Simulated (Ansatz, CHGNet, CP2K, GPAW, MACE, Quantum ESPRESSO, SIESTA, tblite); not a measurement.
## Running random packing of 91Li3PO4-9P3N5 (mol %) (88 atoms) with Quantum ESPRESSO

Aim: run random packing of 91Li3PO4-9P3N5 (mol %) (88 atoms) in Quantum ESPRESSO and see how near its forces come to a plane-wave reference, and at what cost.

Calculated with Quantum ESPRESSO 7.5; the method is named at each step.

**1. Starting point**

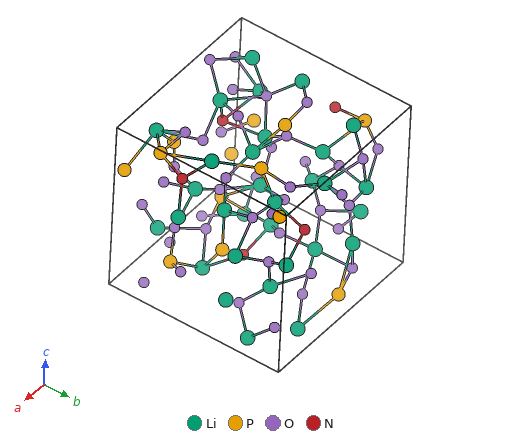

Start, viewed from a free direction; lithium teal, phosphorus orange, oxygen purple, nitrogen red. Bonds to atoms that aren't drawn are left out. Some periodic images of atoms are drawn too.

The cell holds 88 atoms: 30 Li, 13 P, 40 O and 5 N. Its edges and angles: a = 9.863 Å, b = 9.863 Å, c = 9.863 Å, α = 90.0°, β = 90.0°, γ = 90.0°. 88 atoms (30 Li, 13 P, 40 O, 5 N) packed at random in a cube at 2.29 g/cm³ and pushed apart as soft spheres, cations and anions kept from their own kind; a start for melting by ab initio MD, not an equilibrated structure. Then every atom was moved at random, 0.05 Å r.m.s. a Cartesian component.

The yardstick, on the same geometry:

```
method                 : Kohn-Sham DFT, PBE, PAW, plane waves (Ansatz 0.2.0); cutoff 420 eV, Γ point, fermi-dirac smearing of 0.05 eV; PAW set soft_2
r.m.s. force component : 1.469 eV/Å
longest force          : 5.411 eV/Å
pressure               : -3.45 GPa
SCF cycles             : 15
time                   : 7.5 s on 8 threads of Arm Neoverse V2, shared host
CPU time               : 50 s
```

**2. PBE, sssp-1.3.0-efficiency, 60/480 Ry**

Method: Kohn-Sham DFT, PBE, SSSP efficiency 1.3.0 pseudopotentials, plane waves.

pw.in reads:

```
&control
  calculation = 'scf'
  pseudo_dir = './pseudo'
  outdir = './tmp'
  disk_io = 'none'
  tprnfor = .true.
  tstress = .true.
/
&system
  ibrav = 0
  nat = 88
  ntyp = 4
  ecutwfc = 60
  ecutrho = 480
  nosym = .true.
  occupations = 'smearing'
  smearing = 'fd'
  degauss = 0.003675
/
&electrons
  conv_thr = 4.4e-07
  electron_maxstep = 100
  mixing_beta = 0.4
  mixing_mode = 'plain'
  diagonalization = 'david'
/
ATOMIC_SPECIES
Li 6.940 Li.upf
P 30.974 P.upf
O 15.999 O.upf
N 14.007 N.upf
CELL_PARAMETERS angstrom
9.86300 0.00000 0.00000
0.00000 9.86300 0.00000
0.00000 0.00000 9.86300
ATOMIC_POSITIONS crystal
Li 0.95642 0.68802 0.53714
Li 0.71982 0.90699 0.02866
Li 0.60699 0.66033 0.62101
Li 0.45255 0.83566 0.73053
Li 0.41327 0.77295 0.24593
Li 0.96663 0.35614 0.60472
Li 0.24482 0.67426 0.69461
Li 0.31560 0.38591 0.67673
Li 0.65076 0.22917 0.49197
Li 0.40854 0.18162 0.86201
Li 0.88808 0.47859 0.97721
Li 0.51900 0.45827 0.76479
Li 0.96747 0.65479 0.24552
Li 0.90018 0.74503 0.00624
Li 0.34619 0.46609 0.18118
Li 0.14312 0.46497 0.95627
Li 0.23835 0.83793 0.95282
Li 0.85059 0.91178 0.53066
Li 0.72917 0.07792 0.21257
Li 0.13218 0.21804 0.74618
Li 0.15253 0.55920 0.37957
Li 0.13376 0.83340 0.32476
Li 0.72928 0.04289 0.81614
Li 0.70491 0.33081 0.08267
Li 0.19806 0.20908 0.00101
Li 0.74353 0.46666 0.55658
Li 0.74065 0.74985 0.22598
Li 0.37397 0.41421 0.42648
Li 0.39439 0.97467 0.38347
Li 0.19694 0.90127 0.56212
P 0.06709 0.14733 0.47125
P 0.97005 0.03560 0.72829
P 0.74064 0.46411 0.30001
P 0.92552 0.20721 0.90301
P 0.51121 0.98864 0.14805
P 0.57162 0.03981 0.62980
P 0.69216 0.63094 0.88021
P 0.08155 0.03728 0.20692
P 0.90831 0.28342 0.23850
P 0.45294 0.59101 0.96647
P 0.38452 0.19944 0.23902
P 0.99335 0.95639 0.96649
P 0.04625 0.77043 0.80948
O 0.88376 0.83802 0.84057
O 0.59134 0.21916 0.75542
O 0.58489 0.05443 0.00448
O 0.34115 0.52659 0.78057
O 0.15244 0.72245 0.16462
O 0.73533 0.46042 0.75313
O 0.02910 0.84194 0.65612
O 0.26985 0.58559 0.97939
O 0.56377 0.04246 0.46738
O 0.84899 0.25763 0.40021
O 0.80476 0.03398 0.39009
O 0.15190 0.23563 0.22172
O 0.33423 0.05821 0.99912
[... 28 atom lines left out ...]
N 0.34327 0.15582 0.67162
N 0.01647 0.57478 0.76345
N 0.66524 0.88016 0.60932
N 0.54687 0.45371 0.12541
K_POINTS gamma
```

Launch:

```console
OMP_NUM_THREADS=1 mpirun -np 4 pw.x -in pw.in > output.txt
```

Log:

```text
Program PWSCF
     gamma-point specific algorithms are used
     one sub-group per band group will be used
     scalapack distributed-memory algorithm (size of sub-group:  2*  2 procs)
     Parallelization info
     sticks:   dense  smooth     PW     G-vecs:    dense   smooth      PW
     Min        3308    1652    411               287284   101568   12668
     Max        3310    1654    414               287294   101578   12678
     Sum       13237    6613   1649              1149165   406295   50685
     bravais-lattice index     =            0
     lattice parameter (alat)  =      18.6384  a.u.
     unit-cell volume          =    6474.7604 (a.u.)^3
     number of atoms/cell      =           88
     number of atomic types    =            4
     number of electrons       =       420.00
     number of Kohn-Sham states=          252
     kinetic-energy cutoff     =      60.0000  Ry
     charge density cutoff     =     480.0000  Ry
     scf convergence threshold =      4.4E-07
     mixing beta               =       0.4000
     number of iterations used =            8  plain     mixing
     Exchange-correlation= PBE
                           (   1   4   3   4   0   0   0)
     crystal axes: (cart. coord. in units of alat)
               a(1) = (   1.000000   0.000000   0.000000 )
               a(2) = (   0.000000   1.000000   0.000000 )
               a(3) = (   0.000000   0.000000   1.000000 )
     reciprocal axes: (cart. coord. in units 2 pi/alat)
               b(1) = (  1.000000  0.000000  0.000000 )
               b(2) = (  0.000000  1.000000  0.000000 )
               b(3) = (  0.000000  0.000000  1.000000 )
     PseudoPot. # 1 for Li:
     Pseudo is Ultrasoft, Zval =  3.0
     PseudoPot. # 2 for P :
     Pseudo is Ultrasoft + core correction, Zval =  5.0
     PseudoPot. # 3 for O :
     Pseudo is Projector augmented-wave + core cor, Zval =  6.0
     PseudoPot. # 4 for N :
     Pseudo is Ultrasoft + core correction, Zval =  5.0
     atomic species   valence    mass     pseudopotential
     Li                3.00     6.94000     Li( 1.00)
     P                 5.00    30.97400     P ( 1.00)
     O                 6.00    15.99900     O ( 1.00)
     N                 5.00    14.00700     N ( 1.00)
     No symmetry found
   Cartesian axes
     number of k points=     1  Fermi-Dirac smearing, width (Ry)=  0.0037
                       cart. coord. in units 2pi/alat
        k(    1) = (   0.0000000   0.0000000   0.0000000), wk =   2.0000000
     Dense  grid:   574583 G-vectors     FFT dimensions: ( 135, 135, 135)
     Smooth grid:   203148 G-vectors     FFT dimensions: (  96,  96,  96)
     Initial potential from superposition of free atoms
     starting charge     406.4755, renormalised to     420.0000
     Starting wfcs are  382 randomized atomic wfcs
     Self-consistent Calculation
     iteration #  1     ecut=    60.00 Ry     beta= 0.40
     total energy              =   -2354.43167326 Ry
     estimated scf accuracy    <      53.94281592 Ry
     iteration #  2     ecut=    60.00 Ry     beta= 0.40
     total energy              =   -2336.41911958 Ry
     estimated scf accuracy    <     690.50509688 Ry
     iteration #  3     ecut=    60.00 Ry     beta= 0.40
     total energy              =   -2377.08104646 Ry
     estimated scf accuracy    <      42.27486845 Ry
     iteration #  4     ecut=    60.00 Ry     beta= 0.40
     total energy              =   -2379.03580870 Ry
     estimated scf accuracy    <      16.28464051 Ry
     iteration #  5     ecut=    60.00 Ry     beta= 0.40
     total energy              =   -2380.53847512 Ry
     estimated scf accuracy    <      10.23413074 Ry
     iteration #  6     ecut=    60.00 Ry     beta= 0.40
     total energy              =   -2380.49859737 Ry
     estimated scf accuracy    <      10.38781815 Ry
[...]
c_bands:  1 eigenvalues not converged
[...]
c_bands:  1 eigenvalues not converged
[...]
total energy              =   -2381.01447864 Ry
[...]
iteration # 69     ecut=    60.00 Ry     beta= 0.40
     total energy              =   -2381.01447865 Ry
     estimated scf accuracy    <       0.00000101 Ry
     iteration # 70     ecut=    60.00 Ry     beta= 0.40
     total energy              =   -2381.01447866 Ry
     estimated scf accuracy    <       0.00000045 Ry
     iteration # 71     ecut=    60.00 Ry     beta= 0.40
     End of self-consistent calculation
          k = 0.0000 0.0000 0.0000 ( 25343 PWs)   bands (ev):
   -42.1011 -41.9455 -41.8525 -41.6223 -41.4353 -41.3659 -41.1621 -40.9777
   -40.8365 -40.8259 -40.7308 -40.5620 -40.5541 -40.3754 -40.2332 -40.1743
   -40.0723 -39.8689 -39.8332 -39.7908 -39.7557 -39.6436 -39.6396 -39.5641
   -39.4802 -39.3082 -39.3017 -39.2154 -39.2080 -38.4781 -17.3234 -16.5564
   -16.3958 -15.8449 -15.7613 -15.5353 -15.4057 -15.3544 -14.9464 -14.4389
   -14.2826 -14.2149 -14.1761 -14.1371 -14.0063 -13.9591 -13.6148 -13.2255
[...]
4.9568   5.2308   5.4508   5.4843   5.6870   5.7751   5.9324   6.1861
     6.2700   6.4486   6.4779   6.6876   6.8258   6.9222   6.9856   7.1572
     7.1874   7.5079   7.7004   7.8119   7.9366   8.1400   8.2241   8.3776
     8.5025   8.7419   8.9004   8.9903
     the Fermi energy is     4.2455 ev
!    total energy              =   -2381.01447845 Ry
     estimated scf accuracy    <       0.00000027 Ry
     smearing contrib. (-TS)   =      -0.03505638 Ry
     internal energy E=F+TS    =   -2380.97942207 Ry
     The total energy is F=E-TS. E is the sum of the following terms:
     one-electron contribution =    -858.64444429 Ry
     hartree contribution      =     602.61562674 Ry
     xc contribution           =    -478.74240587 Ry
     ewald contribution        =   -1264.68380697 Ry
     one-center paw contrib.   =    -381.52439167 Ry
     convergence has been achieved in  71 iterations
     Forces acting on atoms (cartesian axes, Ry/au):
     atom    1 type  1   force =    -0.04204310    0.00273028    0.02755414
     atom    2 type  1   force =    -0.03204305   -0.01296864   -0.02136534
     atom    3 type  1   force =     0.02181691    0.04771103   -0.03205238
     atom    4 type  1   force =    -0.00136549    0.00587708    0.02604728
     atom    5 type  1   force =     0.02048105   -0.02438986   -0.02103815
     atom    6 type  1   force =     0.01154761    0.00681615    0.01084681
[...]
atom   86 type  4   force =     0.01469847    0.14446021    0.07941304
     atom   87 type  4   force =    -0.05996219    0.06962608    0.03506873
     atom   88 type  4   force =    -0.05228153    0.03994435   -0.00726422
     Total force =     0.920570     Total SCF correction =     0.001134
     Computing stress (Cartesian axis) and pressure
          total   stress  (Ry/bohr**3)                   (kbar)     P=      -35.59
  -0.00026528  -0.00000354  -0.00012545          -39.02       -0.52      -18.45
  -0.00000354  -0.00025608  -0.00011994           -0.52      -37.67      -17.64
  -0.00012545  -0.00011994  -0.00020440          -18.45      -17.64      -30.07
     Message from routine punch:
     Nothing written, as per user request (disk_io='none')
```

Run time: 8.3 min. Hardware: 4 MPI ranks of Arm Neoverse V2, shared host; peak memory 2.7 GiB; 33 min of CPU time.

Banners, paths, timers and routine set-up lines are dropped from the logs unmarked, and long logs keep their key lines alone; longer cuts are marked.

Against the reference:

```yaml
r_m_s_force_component: 1.457 eV/Å
r_m_s_difference_of_force_components: 29.42 meV/Å
longest_difference_of_force_vectors: 149.7 meV/Å
force_difference_over_r_m_s_force: 2.002 %
slope_of_forces_against_the_reference_s: 0.9913
correlation_of_force_components: 0.9998
pressure: -3.559 GPa
pressure_difference: -0.1085 GPa
```

Length of the force difference by element (eV/Å):

```csv
element,atoms,mean,most
Li,30,0.0045,0.011
N,5,0.035,0.11
O,40,0.035,0.15
P,13,0.071,0.14
```

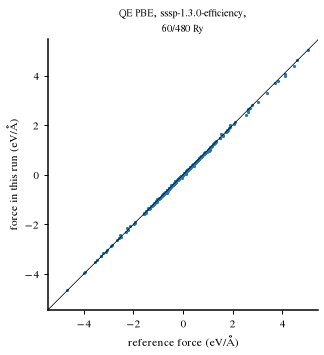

Force components against those of the reference; the line marks equality.

A closer look about O78, picked at random: 10 atoms, nearest first, numbered in the order of the input, with positions taken from that point.

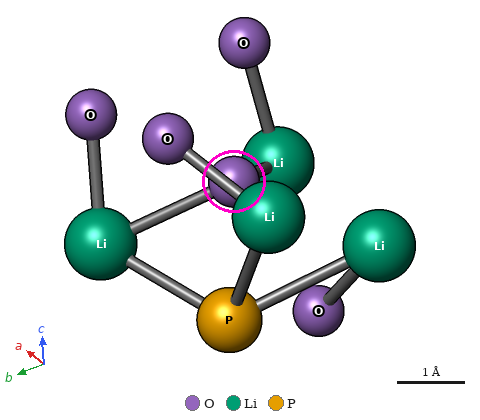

The atoms of the table, within 2.6 Å (arrows a, b, c point along x, y, z); some may hide others; the central atom is ringed.

```csv
atom,x,y,z,distance (Å),Fx,Fy,Fz (eV/Å)
O78,0.00,0.00,0.00,0.00,-1.54,1.15,-3.93
Li27,1.19,-1.48,-0.81,2.06,-1.21,0.44,0.85
P35,-1.07,0.88,-1.58,2.10,-0.44,-3.96,-3.43
O52,-0.55,1.41,1.57,2.18,0.10,1.49,2.40
Li19,1.08,1.76,-0.94,2.27,0.33,-0.14,1.03
O54,1.82,1.33,0.81,2.39,1.18,-0.06,-0.03
O70,1.64,-1.31,1.15,2.40,1.24,-0.99,-0.37
Li29,-2.22,0.74,0.74,2.46,0.09,0.13,1.13
Li5,-2.04,-1.25,-0.62,2.47,0.53,-0.63,-0.54
O77,-0.68,-0.90,-2.29,2.56,-0.41,1.81,1.48
```

Forces lie 2.0 % from the reference's, at 39 times its CPU time (on 4 against 8 cores); the SCF took 71 steps, which the time reflects.

**3. What came out**

| Property | Result |
| --- | --- |
| force difference from the reference | QE PBE, sssp-1.3.0-efficiency, 60/480 Ry, 2.0 % |
| its CPU time | 33 min |

In words: PBE on plane waves or a grid with other potentials, cutoffs or grids differs from the reference by 2.0 % (QE PBE, sssp-1.3.0-efficiency, 60/480 Ry) of the r.m.s. force; this holds the reference's own error, so differences of a few per cent don't tell which side is nearer the exact PBE result (QE's 60 Ry are 816 eV, against the reference's 420 eV). QE PBE, sssp-1.3.0-efficiency, 60/480 Ry needed 71 SCF steps, so its time overstates the method's usual cost. The reference's pressure of -3.5 GPa belongs to a cell and atoms that aren't relaxed at this level. The electronic-structure runs sample only Γ, in a cell whose shortest periodic width is 10 Å, which is coarse for a cell with partly filled levels.

[Also dropped from logs without a mark: logging warnings of Python, and SIESTA's first energy breakdown and zero terms.]

[Logs are printed without paths, hosts, clocks, repeated set-up lines and the standing remarks that a program may print on its own settings, such as how far it seeks lower states.]

[Hosts, paths, dates, database ids (printed as entryN), source tags and the programs' standing remarks are cut or masked in the printed files.]
